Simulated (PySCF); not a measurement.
# Run report: LiN, geometry relaxation

- system: LiN, multiplicity 3
- method: ROHF/jorge-dzp, optimize (PySCF 2.14.0)

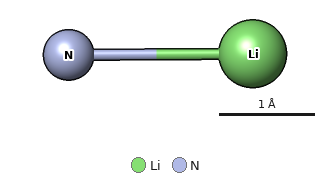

*The starting structure (ball-and-stick view, seen on its broad side). Sticks mark near contacts.*

Bond lengths as drawn: Li–N 1.94 Å.

## Key numbers

```csv
quantity,value
outcome,converged
SCF energy at the first geometry,−61.816189 hartree
hardware,"1 CPU thread, shared host"
wall time,4.2 s
```

## Input
```python
from pyscf import gto, scf
from pyscf.geomopt.geometric_solver import optimize

mol = gto.M(
    atom='Li 0 0 0; N 0 0 1.94',
    basis='jorge-dzp',
    charge=0,
    spin=2,
    symmetry=True,
    verbose=4,
)
mf = scf.ROHF(mol)
mf.kernel()
mol_eq = optimize(mf, maxsteps=30)
print('optimised geometry (angstrom)')
print(mol_eq.tostring('raw'))
print('orbital energies (hartree):', mf.mo_energy[..., max(0, mol.nelec[1]-3):mol.nelec[0]+3].round(4))
```

Run as:
```bash
python input.py
```

## What the program printed
```
PySCF version 2.14.0

[INPUT] verbose = 4
[INPUT] num. atoms = 2
[INPUT] num. electrons = 10
[INPUT] charge = 0
[INPUT] spin (= nelec alpha-beta = 2S) = 2
[INPUT] symmetry True subgroup None
[INPUT] Mole.unit = angstrom
[INPUT] Symbol           X                Y                Z      unit          X                Y                Z       unit  Magmom
[INPUT]  1 Li     0.000000000000   0.000000000000   0.000000000000 AA    0.000000000000   0.000000000000   0.000000000000 Bohr   0.0
[INPUT]  2 N      0.000000000000   0.000000000000   1.940000000000 AA    0.000000000000   0.000000000000   3.666068681656 Bohr   0.0

nuclear repulsion = 5.7282069223299
point group symmetry = Coov
symmetry origin: [0.         0.         2.56624808]
symmetry axis x: [1. 0. 0.]
symmetry axis y: [0. 1. 0.]
symmetry axis z: [0. 0. 1.]
num. orbitals of irrep A1 = 14
num. orbitals of irrep E1x = 6
num. orbitals of irrep E1y = 6
num. orbitals of irrep E2x = 2
num. orbitals of irrep E2y = 2
number of shells = 14
number of NR pGTOs = 58
number of NR cGTOs = 30
basis = jorge-dzp
ecp = {}

******** <class 'pyscf.scf.hf_symm.SymAdaptedROHF'> ********
method = SymAdaptedROHF
initial guess = minao
damping factor = 0
level_shift factor = 0
DIIS = <class 'pyscf.scf.diis.CDIIS'>
diis_start_cycle = 1
diis_space = 8
diis_damp = 0
SCF conv_tol = 1e-09
SCF conv_tol_grad = None
SCF max_cycles = 50
direct_scf = True
direct_scf_tol = 1e-13
num. doubly occ = 4  num. singly occ = 2
Freeze 0 electrons in irreps []
    10 free electrons in irreps A1 E1x E1y E2x E2y
Set gradient conv threshold to 3.16228e-05
init E= -61.2733120972529
HOMO (E1y) = -0.208126662756587  LUMO (A1) = -0.0453428692249389
cycle= 1 E= -61.8101017204262  delta_E= -0.537  |g|= 0.0917  |ddm|= 0.96
HOMO (E1y) = -0.0697941731409084  LUMO (A1) = -0.0116676117652972
cycle= 2 E= -61.8148698644043  delta_E= -0.00477  |g|= 0.0388  |ddm|= 0.177
HOMO (E1y) = -0.0522871769879425  LUMO (A1) = -0.0096716115275477
cycle= 3 E= -61.8127858278927  delta_E= 0.00208  |g|= 0.0387  |ddm|= 0.19
HOMO (E1y) = -0.0641618213922363  LUMO (A1) = -0.00966999595774709
cycle= 4 E= -61.8156448220527  delta_E= -0.00286  |g|= 0.0178  |ddm|= 0.171
HOMO (E1y) = -0.0597021087150029  LUMO (A1) = -0.00975192316732532
cycle= 5 E= -61.8161695594343  delta_E= -0.000525  |g|= 0.00262  |ddm|= 0.0557
HOMO (E1y) = -0.057648279720467  LUMO (A1) = -0.00958786927538213
cycle= 6 E= -61.8161815785847  delta_E= -1.2e-05  |g|= 0.00169  |ddm|= 0.0133
HOMO (E1y) = -0.0578556211819168  LUMO (A1) = -0.00956840568355588
cycle= 7 E= -61.8161887700865  delta_E= -7.19e-06  |g|= 0.000473  |ddm|= 0.00407
HOMO (E1y) = -0.0580626127142464  LUMO (A1) = -0.00957933387258691
cycle= 8 E= -61.8161892885883  delta_E= -5.19e-07  |g|= 7.88e-05  |ddm|= 0.00141
HOMO (E1y) = -0.0581090624975005  LUMO (A1) = -0.00956708347189661
cycle= 9 E= -61.8161892991758  delta_E= -1.06e-08  |g|= 5.58e-05  |ddm|= 0.000348
HOMO (E1y) = -0.0580796321112725  LUMO (A1) = -0.00956507693634734
cycle= 10 E= -61.8161893064934  delta_E= -7.32e-09  |g|= 1.72e-05  |ddm|= 0.00024
HOMO (E1y) = -0.0580770518883557  LUMO (A1) = -0.00956293605969094
cycle= 11 E= -61.8161893072878  delta_E= -7.94e-10  |g|= 3.02e-06  |ddm|= 7.54e-05
HOMO (E1y) = -0.0580793369160133  LUMO (A1) = -0.00956277007739814
Extra cycle  E= -61.8161893072969  delta_E= -9.11e-12  |g|= 1.37e-06  |ddm|= 6.75e-06
converged SCF energy = -61.8161893072969
Create scanner for <class 'pyscf.grad.rohf.Gradients'>
Create scanner for <class 'pyscf.scf.hf_symm.SymAdaptedROHF'>
input.py

Current date and time:

#|     Arguments passed to driver run_optimizer():      |#
customengine              <pyscf.geomopt.geometric_solver.PySCFEngine object>
logIni                    [file]
maxiter                   30
----------------------------------------------------------
Custom engine selected.
Bonds will be generated from interatomic distances less than 1.20 times sum of covalent radii
6 internal coordinates being used (instead of 6 Cartesians)
Internal coordinate system (atoms numbered from 1):
Distance 1-2
Translation-X 1-2
Translation-Y 1-2
Translation-Z 1-2
Rotation-A 1-2
Rotation-B 1-2
Rotation-C 1-2
<class 'geometric.internal.Distance'> : 1
<class 'geometric.internal.TranslationX'> : 1
<class 'geometric.internal.TranslationY'> : 1
<class 'geometric.internal.TranslationZ'> : 1
<class 'geometric.internal.RotationA'> : 1
<class 'geometric.internal.RotationB'> : 1
<class 'geometric.internal.RotationC'> : 1
> ===== Optimization Info: ====
> Job type: Energy minimization
> Maximum number of optimization cycles: 30
> Initial / maximum trust radius (Angstrom): 0.100 / 0.300
> Convergence Criteria:
> Will converge when all 5 criteria are reached:
>  |Delta-E| < 1.00e-06
>  RMS-Grad  < 3.00e-04
>  Max-Grad  < 4.50e-04
>  RMS-Disp  < 1.20e-03
>  Max-Disp  < 1.80e-03
> === End Optimization Info ===

Geometry optimization cycle 1
Cartesian coordinates (Angstrom)
 Atom        New coordinates             dX        dY        dZ
  Li   0.000000   0.000000   0.000000    0.000000  0.000000  0.000000
   N   0.000000   0.000000   1.940000    0.000000  0.000000  0.000000

WARN: Mole.unit (angstrom) is changed to Bohr

New geometry
   1 Li     0.000000000000   0.000000000000   0.000000000000 AA    0.000000000000   0.000000000000   0.000000000000 Bohr
   2 N      0.000000000000   0.000000000000   1.940000000000 AA    0.000000000000   0.000000000000   3.666068681656 Bohr

******** <class 'pyscf.scf.hf.SymAdaptedROHF_Scanner'> ********
method = SymAdaptedROHF_Scanner
initial guess = minao
damping factor = 0
level_shift factor = 0
DIIS = <class 'pyscf.scf.diis.CDIIS'>
diis_start_cycle = 1
diis_space = 8
diis_damp = 0
SCF conv_tol = 1e-09
SCF conv_tol_grad = None
SCF max_cycles = 50
direct_scf = True
direct_scf_tol = 1e-13
num. doubly occ = 4  num. singly occ = 2
Freeze 0 electrons in irreps []
    10 free electrons in irreps A1 E1x E1y E2x E2y
Set gradient conv threshold to 3.16228e-05
init E= -61.8161893072969
HOMO (E1y) = -0.0580788850982552  LUMO (A1) = -0.00956272373246136
cycle= 1 E= -61.816189307297  delta_E= -8.53e-14  |g|= 1.17e-06  |ddm|= 6.41e-06
HOMO (E1y) = -0.0580788634019325  LUMO (A1) = -0.00956267094304764
Extra cycle  E= -61.8161893072877  delta_E= 9.35e-12  |g|= 2.24e-06  |ddm|= 1.18e-05
converged SCF energy = -61.8161893072877

******** <class 'pyscf.grad.rhf.Gradients_Scanner'> for <class 'pyscf.scf.hf.SymAdaptedROHF_Scanner'> ********
unit = Eh/Bohr
--------------- SymAdaptedROHF_Scanner gradients ---------------
         x                y                z
0 Li     0.0000000000     0.0000000000    -0.0060059442
1 N     0.0000000000     0.0000000000     0.0060059442
----------------------------------------------
cycle 1: E = -61.8161893073  dE = -61.8162  norm(grad) = 0.00849369
Step    0 : Gradient = 6.006e-03/6.006e-03 (rms/max) Energy = -61.8161893073
Hessian Eigenvalues: 5.00000e-02 5.00000e-02 5.00000e-02 ... 5.00000e-02 5.00000e-02 1.00844e-01

Geometry optimization cycle 2
Cartesian coordinates (Angstrom)
 Atom        New coordinates             dX        dY        dZ
  Li   0.000000   0.000000   0.015758    0.000000  0.000000  0.015758
   N   0.000000   0.000000   1.924242    0.000000  0.000000 -0.015758
New geometry
   1 Li     0.000000000000   0.000000000000   0.015758033604 AA    0.000000000000   0.000000000000   0.029778367774 Bohr
   2 N      0.000000000000   0.000000000000   1.924241966396 AA    0.000000000000   0.000000000000   3.636290313883 Bohr

******** <class 'pyscf.scf.hf.SymAdaptedROHF_Scanner'> ********
method = SymAdaptedROHF_Scanner
initial guess = minao
damping factor = 0
level_shift factor = 0
DIIS = <class 'pyscf.scf.diis.CDIIS'>
diis_start_cycle = 1
diis_space = 8
diis_damp = 0
SCF conv_tol = 1e-09
SCF conv_tol_grad = None
SCF max_cycles = 50
direct_scf = True
direct_scf_tol = 1e-13
num. doubly occ = 4  num. singly occ = 2
Freeze 0 electrons in irreps []
    10 free electrons in irreps A1 E1x E1y E2x E2y
Set gradient conv threshold to 3.16228e-05
init E= -61.818310831036
HOMO (E1y) = -0.0602194125793343  LUMO (A1) = -0.00878286636265457
cycle= 1 E= -61.8164047160634  delta_E= 0.00191  |g|= 0.00304  |ddm|= 0.0154
HOMO (E1y) = -0.059221552666313  LUMO (A1) = -0.00892403060083424
cycle= 2 E= -61.8164051055049  delta_E= -3.89e-07  |g|= 0.00287  |ddm|= 0.0114
HOMO (E1y) = -0.0601166873454849  LUMO (A1) = -0.00896778627636863
cycle= 3 E= -61.8164128151626  delta_E= -7.71e-06  |g|= 0.0013  |ddm|= 0.0107
HOMO (E1y) = -0.0598532616922139  LUMO (A1) = -0.00903561774988049
cycle= 4 E= -61.8164148454286  delta_E= -2.03e-06  |g|= 0.00105  |ddm|= 0.00724
HOMO (E1y) = -0.0597657132563314  LUMO (A1) = -0.00908760610261083
cycle= 5 E= -61.8164175800868  delta_E= -2.73e-06  |g|= 0.000131  |ddm|= 0.00381
HOMO (E1y) = -0.0597648110806021  LUMO (A1) = -0.00910286357307299
cycle= 6 E= -61.8164176313718  delta_E= -5.13e-08  |g|= 2.66e-05  |ddm|= 0.000491
HOMO (E1y) = -0.0597564696544849  LUMO (A1) = -0.00910375906315153
cycle= 7 E= -61.816417632986  delta_E= -1.61e-09  |g|= 7.87e-06  |ddm|= 0.000105
HOMO (E1y) = -0.0597524940129696  LUMO (A1) = -0.00910428733409319
cycle= 8 E= -61.8164176330699  delta_E= -8.4e-11  |g|= 3.04e-06  |ddm|= 3.02e-05
HOMO (E1y) = -0.0597534520854122  LUMO (A1) = -0.00910408277643882
Extra cycle  E= -61.8164176330673  delta_E= 2.63e-12  |g|= 2.94e-06  |ddm|= 2.64e-05
converged SCF energy = -61.8164176330673

******** <class 'pyscf.grad.rhf.Gradients_Scanner'> for <class 'pyscf.scf.hf.SymAdaptedROHF_Scanner'> ********
unit = Eh/Bohr
--------------- SymAdaptedROHF_Scanner gradients ---------------
         x                y                z
0 Li     0.0000000000     0.0000000000    -0.0015694878
1 N     0.0000000000     0.0000000000     0.0015694878
----------------------------------------------
cycle 2: E = -61.8164176331  dE = -0.000228326  norm(grad) = 0.00221959
Step    1 : Displace = 1.576e-02/1.576e-02 (rms/max) Trust = 1.000e-01 (=) Grad = 1.569e-03/1.569e-03 (rms/max) E (change) = -61.8164176331 (-2.283e-04) Quality = 1.277
Hessian Eigenvalues: 5.00000e-02 5.00000e-02 5.00000e-02 ... 5.00000e-02 5.00000e-02 7.44913e-02

Geometry optimization cycle 3
Cartesian coordinates (Angstrom)
 Atom        New coordinates             dX        dY        dZ
  Li   0.000000   0.000000   0.021333    0.000000  0.000000  0.005575
   N   0.000000   0.000000   1.918667    0.000000  0.000000 -0.005575
New geometry
   1 Li     0.000000000000   0.000000000000   0.021332762526 AA    0.000000000000   0.000000000000   0.040313078655 Bohr
   2 N      0.000000000000   0.000000000000   1.918667237474 AA    0.000000000000   0.000000000000   3.625755603001 Bohr

******** <class 'pyscf.scf.hf.SymAdaptedROHF_Scanner'> ********
method = SymAdaptedROHF_Scanner
initial guess = minao
damping factor = 0
level_shift factor = 0
DIIS = <class 'pyscf.scf.diis.CDIIS'>
diis_start_cycle = 1
diis_space = 8
diis_damp = 0
SCF conv_tol = 1e-09
SCF conv_tol_grad = None
SCF max_cycles = 50
direct_scf = True
direct_scf_tol = 1e-13
num. doubly occ = 4  num. singly occ = 2
Freeze 0 electrons in irreps []
    10 free electrons in irreps A1 E1x E1y E2x E2y
Set gradient conv threshold to 3.16228e-05
init E= -61.8170238220215
HOMO (E1y) = -0.0605767255354006  LUMO (A1) = -0.0088461765453971
cycle= 1 E= -61.8164310993682  delta_E= 0.000593  |g|= 0.00114  |ddm|= 0.00568
HOMO (E1y) = -0.0601335808287563  LUMO (A1) = -0.0088776330221485
cycle= 2 E= -61.8164310559532  delta_E= 4.34e-08  |g|= 0.0011  |ddm|= 0.00432
HOMO (E1y) = -0.0604809016672549  LUMO (A1) = -0.00889288603199745
cycle= 3 E= -61.8164322398586  delta_E= -1.18e-06  |g|= 0.000464  |ddm|= 0.00396
HOMO (E1y) = -0.0603955246966554  LUMO (A1) = -0.00891723780028997
cycle= 4 E= -61.8164324756148  delta_E= -2.36e-07  |g|= 0.00039  |ddm|= 0.00265
HOMO (E1y) = -0.0603641985199054  LUMO (A1) = -0.0089368665091456
cycle= 5 E= -61.816432857997  delta_E= -3.82e-07  |g|= 4.59e-05  |ddm|= 0.00143
HOMO (E1y) = -0.0603656342531891  LUMO (A1) = -0.00894184417255062
cycle= 6 E= -61.8164328641535  delta_E= -6.16e-09  |g|= 1.05e-05  |ddm|= 0.000178
HOMO (E1y) = -0.060360877538641  LUMO (A1) = -0.00894241878298985
cycle= 7 E= -61.8164328643223  delta_E= -1.69e-10  |g|= 4.1e-06  |ddm|= 4.35e-05
HOMO (E1y) = -0.0603610755739332  LUMO (A1) = -0.00894219411794595
Extra cycle  E= -61.8164328643212  delta_E= 1.02e-12  |g|= 4.04e-06  |ddm|= 3.47e-05
converged SCF energy = -61.8164328643212

******** <class 'pyscf.grad.rhf.Gradients_Scanner'> for <class 'pyscf.scf.hf.SymAdaptedROHF_Scanner'> ********
unit = Eh/Bohr
--------------- SymAdaptedROHF_Scanner gradients ---------------
         x                y                z
0 Li     0.0000000000     0.0000000000     0.0001367953
1 N     0.0000000000     0.0000000000    -0.0001367953
----------------------------------------------
cycle 3: E = -61.8164328643  dE = -1.52313e-05  norm(grad) = 0.000193458
Step    2 : Displace = 5.575e-03/5.575e-03 (rms/max) Trust = 1.414e-01 (+) Grad = 1.368e-04/1.368e-04 (rms/max) E (change) = -61.8164328643 (-1.523e-05) Quality = 0.921
Hessian Eigenvalues: 5.00000e-02 5.00000e-02 5.00000e-02 ... 5.00000e-02 5.00000e-02 8.09839e-02

Geometry optimization cycle 4
Cartesian coordinates (Angstrom)
 Atom        New coordinates             dX        dY        dZ
  Li   0.000000   0.000000   0.020886    0.000000  0.000000 -0.000447
   N   0.000000   0.000000   1.919114    0.000000  0.000000  0.000447
New geometry
   1 Li     0.000000000000   0.000000000000   0.020885827975 AA    0.000000000000   0.000000000000   0.039468494758 Bohr
   2 N      0.000000000000   0.000000000000   1.919114172025 AA    0.000000000000   0.000000000000   3.626600186898 Bohr

******** <class 'pyscf.scf.hf.SymAdaptedROHF_Scanner'> ********
method = SymAdaptedROHF_Scanner
initial guess = minao
damping factor = 0
level_shift factor = 0
DIIS = <class 'pyscf.scf.diis.CDIIS'>
diis_start_cycle = 1
diis_space = 8
diis_damp = 0
SCF conv_tol = 1e-09
SCF conv_tol_grad = None
SCF max_cycles = 50
direct_scf = True
direct_scf_tol = 1e-13
num. doubly occ = 4  num. singly occ = 2
Freeze 0 electrons in irreps []
    10 free electrons in irreps A1 E1x E1y E2x E2y
Set gradient conv threshold to 3.16228e-05
init E= -61.8163882397124
HOMO (E1y) = -0.0602937584724259  LUMO (A1) = -0.00896284381088464
cycle= 1 E= -61.8164329663428  delta_E= -4.47e-05  |g|= 8.98e-05  |ddm|= 0.000438
HOMO (E1y) = -0.0603285015130931  LUMO (A1) = -0.00896050260658043
cycle= 2 E= -61.8164329686786  delta_E= -2.34e-09  |g|= 7.8e-05  |ddm|= 0.000282
HOMO (E1y) = -0.0603011670986977  LUMO (A1) = -0.00895929329654521
cycle= 3 E= -61.8164329729971  delta_E= -4.32e-09  |g|= 3.67e-05  |ddm|= 0.000269
HOMO (E1y) = -0.0603090785080025  LUMO (A1) = -0.00895742176234648
cycle= 4 E= -61.8164329740337  delta_E= -1.04e-09  |g|= 3.29e-05  |ddm|= 0.000218
HOMO (E1y) = -0.0603111125098815  LUMO (A1) = -0.00895584438577757
cycle= 5 E= -61.8164329767695  delta_E= -2.74e-09  |g|= 3.82e-06  |ddm|= 0.000123
HOMO (E1y) = -0.0603108583935606  LUMO (A1) = -0.00895547513627193
cycle= 6 E= -61.816432976811  delta_E= -4.14e-11  |g|= 1.06e-06  |ddm|= 1.57e-05
HOMO (E1y) = -0.06031147932342  LUMO (A1) = -0.00895541809602562
Extra cycle  E= -61.816432976812  delta_E= -1.09e-12  |g|= 6.31e-07  |ddm|= 4.64e-06
converged SCF energy = -61.816432976812

******** <class 'pyscf.grad.rhf.Gradients_Scanner'> for <class 'pyscf.scf.hf.SymAdaptedROHF_Scanner'> ********
unit = Eh/Bohr
--------------- SymAdaptedROHF_Scanner gradients ---------------
         x                y                z
0 Li     0.0000000000     0.0000000000    -0.0000032110
1 N     0.0000000000     0.0000000000     0.0000032110
----------------------------------------------
cycle 4: E = -61.8164329768  dE = -1.12491e-07  norm(grad) = 4.5411e-06
```

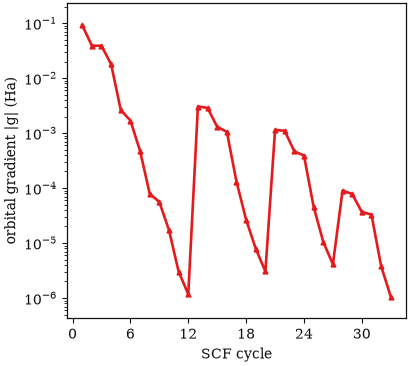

*Convergence of the self-consistent field: orbital gradient |g| against the SCF cycle.*

All cycles printed in the log are drawn one after another.

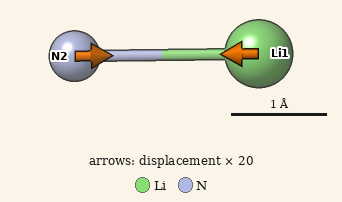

*The starting structure with the displacements as orange arrows, magnified 20 times (ball-and-stick view, seen at a tilt). The two geometries are laid on each other by the best rigid fit.*

The largest moves after the best rigid fit, 0.021 Å, are those of Li1 and N2. By element the largest moves are N 0.021 Å, Li 0.021 Å. Among the contacts that change: Li1–N2 1.940 → 1.898 Å. (Atoms are counted from 1 in the order of the input.)

```
Step    3 : Displace = 4.469e-04/4.469e-04 (rms/max) Trust = 2.000e-01 (+) Grad = 3.211e-06/3.211e-06 (rms/max) E (change) = -61.8164329768 (-1.125e-07) Quality = 0.974
Hessian Eigenvalues: 5.00000e-02 5.00000e-02 5.00000e-02 ... 5.00000e-02 5.00000e-02 8.09839e-02
Converged! =D

    #| If this code has benefited your research, please support us by citing: |#
    #| Wang, L.-P.; Song, C.C. (2016) "Geometry optimization made simple with |#
    #| translation and rotation coordinates", J. Chem, Phys. 144, 214108.     |#
    #|                                     |#
optimised geometry (angstrom)
Li          0.00000000        0.00000000        0.02088583
N           0.00000000        0.00000000        1.91911417
orbital energies (hartree): [-2.4711 -0.8221 -0.2968 -0.0581 -0.0581 -0.0096  0.0411  0.0411]
```
